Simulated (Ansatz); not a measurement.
H$_{4}$Ru$_{2}$ (charge +1, quartet)

Input

```
crystal:
  periodic: [false, false, false]
  atoms:
    - {symbol: Ru, position_ang: [0.205782, 0.542780, -0.944705]}
    - {symbol: Ru, position_ang: [-0.205093, -0.541514, 0.945521]}
    - {symbol: H, position_ang: [-0.985390, 0.707553, 1.484105]}
    - {symbol: H, position_ang: [1.714155, 0.670367, -0.535271]}
    - {symbol: H, position_ang: [0.983241, -0.707866, -1.483676]}
    - {symbol: H, position_ang: [-1.712697, -0.671320, 0.534025]}
basis:
  gaussian: {orbitals: def2-TZVP, initial_orbitals: start.molden}
total_charge: 1
magnetization: {spin_polarized: true, initial_magnetization: 3}
hamiltonian: {xc: pbe0, dispersion: d4}
output: {orbitals: {seedname: orbitals}}
```

Launched as:

```sh
ansatz run in.yaml --threads 4 --pin off --events-out ev --progress --plain --max-ram 3916MiB
```

Geometry: PBE-D4/def2-TZVP; ⟨S²⟩ = 3.80, above the pure value of 3.75; core potentials replace the inner electrons of Ru.

Level of theory: UKS PBE0-D4/def2-TZVP (Ansatz).

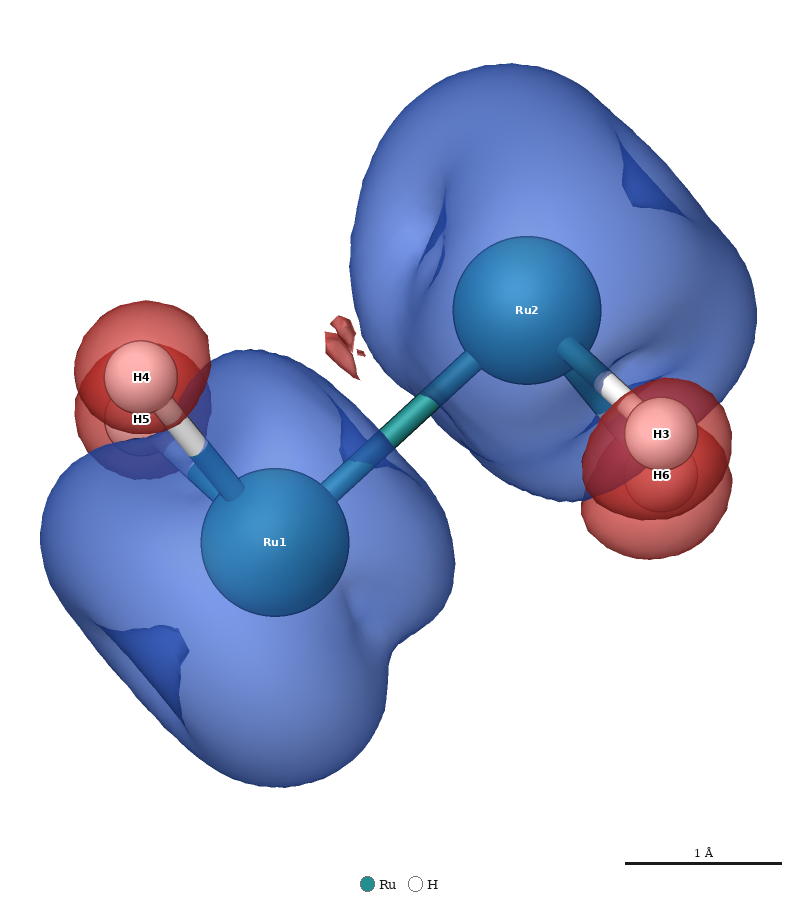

Figure 1. Isosurfaces of the spin density at +0.02 (blue) and −0.02 e/Å³ (red), seen from one side.

Where is the unpaired spin?

Answer. The unpaired spin (3 electrons) lies mostly on Ru2 (about 1.7) and Ru1 (about 1.4), in electrons by Hirshfeld's partition.

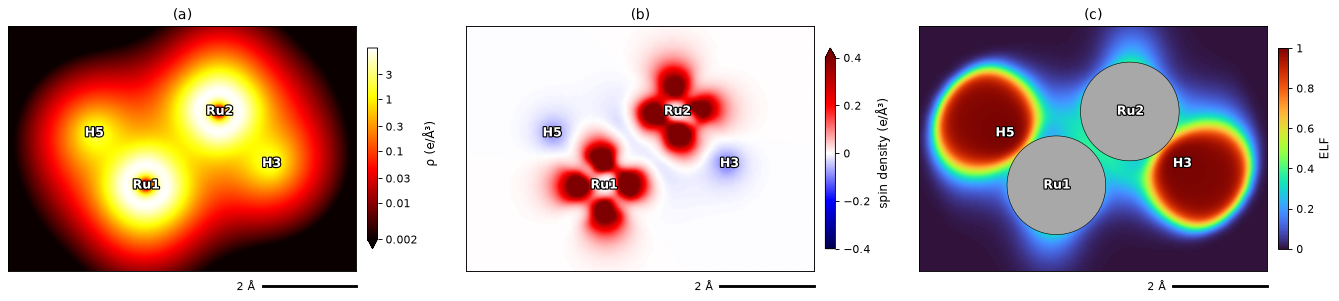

Figure 2. (a) electron density; (b) spin density; (c) ELF on the plane of atoms Ru1, Ru2 and H3. Grey discs cover the atomic cores in the ELF map.

Describe what can be read from this map.

Answer. The section cuts through Ru and H sites.
Ru–Ru (2.22 Å): the density is about 0.94 e/Å³ at the midpoint; the ELF is about 0.35 at the midpoint.
Ru–H (1.57 Å): ρ at the midpoint is about 2.1 e/Å³; the ELF climbs to about 1 towards the hydrogen.

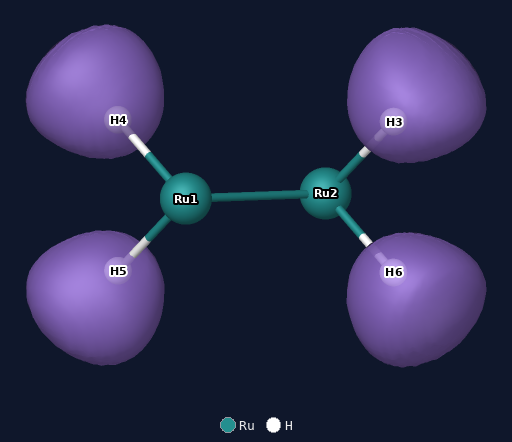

Figure 3. Isosurface of the electron localisation function at 0.9 (purple), seen across its widest extent. Core shells and regions of very low density are left out.

What do the ELF domains correspond to?

Answer. The ELF exceeds this value in four regions around hydrogen nuclei.

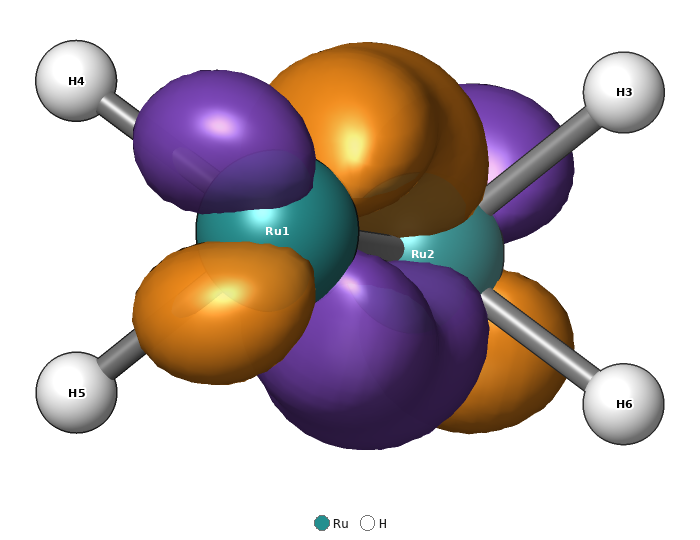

Figure 4. The HOMO−1 (β) at ±0.2 Å⁻³ᐟ² (orange and purple are the two phases), seen at a tilt.

What is the character of this orbital?

Answer. It lies mainly on Ru1 (about 50 %) and Ru2 (about 50 %); it is ungerade (odd under inversion). Its energy is −13.52 eV.
